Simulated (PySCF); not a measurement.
# C3H11NSi2: what the fields show

```yaml
atoms:
  - { symbol: C, position_ang: [-1.7067, -1.3528, -0.3956] }
  - { symbol: Si, position_ang: [-0.5539, 0.0528, 0.1390] }
  - { symbol: N, position_ang: [-1.5194, 1.1752, 1.0342] }
  - { symbol: C, position_ang: [0.6108, 0.7154, -1.2489] }
  - { symbol: Si, position_ang: [2.1737, 0.2171, -0.2585] }
  - { symbol: C, position_ang: [1.0211, -0.4249, 1.1276] }
  - { symbol: H, position_ang: [-2.4369, -1.0094, -1.1209] }
  - { symbol: H, position_ang: [-2.2460, -1.7531, 0.4555] }
  - { symbol: H, position_ang: [-1.1468, -2.1631, -0.8487] }
  - { symbol: H, position_ang: [-1.0729, 1.9901, 1.4216] }
  - { symbol: H, position_ang: [-2.4345, 1.4151, 0.6899] }
  - { symbol: H, position_ang: [0.5159, 0.2285, -2.2158] }
  - { symbol: H, position_ang: [0.5268, 1.7837, -1.4349] }
  - { symbol: H, position_ang: [3.0255, 1.3476, 0.1247] }
  - { symbol: H, position_ang: [2.9891, -0.8182, -0.8993] }
  - { symbol: H, position_ang: [1.1230, -1.4846, 1.3434] }
  - { symbol: H, position_ang: [1.1242, 0.0927, 2.0768] }
```

Geometry: GFN2-xTB.

Level of theory: B3LYP/def2-SVPD, SCF density, gas phase in PySCF.

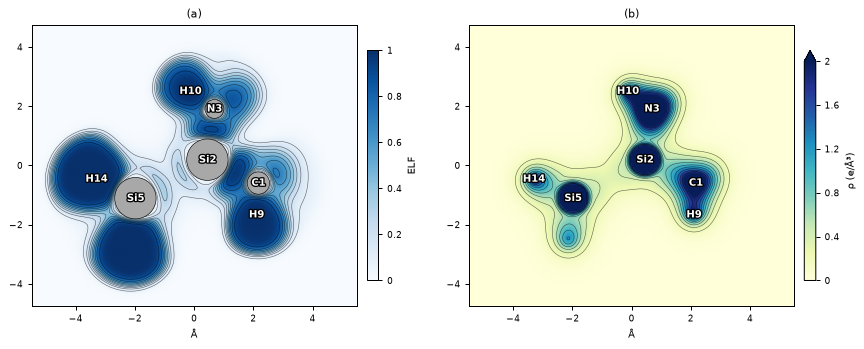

Figure 1. (a) electron localisation function; (b) electron density on the plane of atoms C1, Si2 and N3. Grey discs cover the atomic cores in the ELF map.

What does the map show?

Answer. Atoms in the plane: C, Si, N and H. Si–N (1.73 Å): ρ at the midpoint is about 1.1 e/Å³; the ELF peaks at about 0.90 between the atoms (a polar covalent bond). C–Si (1.89 Å): ρ is about 0.94 e/Å³ halfway; the ELF peaks at about 0.95 between the atoms (a shared electron pair). N–H (1.01 Å): the density is about 2.8 e/Å³ at the midpoint; the ELF climbs to about 1 towards the hydrogen, as it does in any bond to H: an ordinary covalent bond to hydrogen. C–H (1.08 Å): the density is about 1.9 e/Å³ at the midpoint; the ELF climbs to about 1 towards the hydrogen (an ordinary covalent bond to hydrogen). Si–H (1.47 Å): the density is about 0.78 e/Å³ at the midpoint; the ELF climbs to about 1 towards the hydrogen.

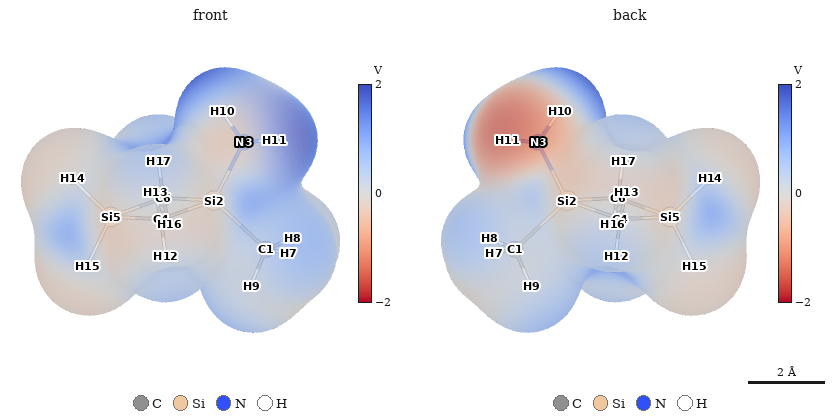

Figure 2. The electrostatic potential painted on the density surface at 0.002 e/bohr³, seen from the front and from behind; the colour scale runs from red (negative) to blue (positive).

Which sites attract a positive test charge, and which a negative one?

Answer. A positive charge is drawn to the negative regions and a negative charge to the positive ones. The most negative region (about −1.3 V, or −30 kcal/mol for a unit charge) lies over N3, the most positive (about +1.6 V, or +37 kcal/mol for a unit charge) over H10 and H11. N3 is the likeliest acceptor of a hydrogen bond.

What dipole moment does the calculation give?

Answer. Its dipole moment is 1.25 D.
